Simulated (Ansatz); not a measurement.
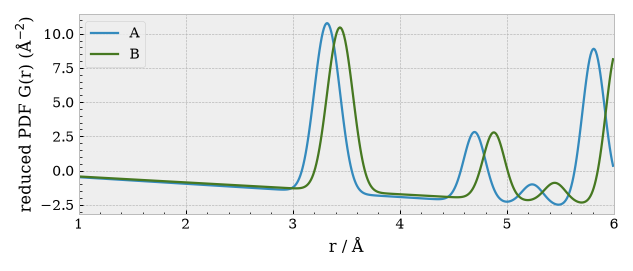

Each curve is a calculated X-ray PDF: distances of the static structure, each pair weighted by the product of the atomic numbers (X-ray weights at Q = 0), broadened by Gaussians with σ = 0.10 Å. There is no Q-range truncation. Both curves are of Lu in space group P6_3/mmc, for two cells of different size. A: the input geometry of an electronic-structure calculation (not necessarily at equilibrium); B: the geometry relaxed at fixed volume with Ansatz 0.2.0, DFT r2SCAN, scalar-relativistic, plane waves, PAW.

How does the volume of B compare with that of A?

Answer. Cell B is larger: the volume of B is 11.6 % above that of A (25.96 and 28.97 Å³ per atom), a mean linear change of 3.7 %. The shortest distance is 3.267 Å in A and 3.394 Å in B.

Give both cells.

Answer. Cell A: a = 3.383 Å, b = 3.383 Å, c = 5.237 Å, α = 90.00°, β = 90.00°, γ = 120.00°
Cell B: a = 3.503 Å, b = 3.503 Å, c = 5.452 Å, α = 90.00°, β = 90.00°, γ = 120.00°
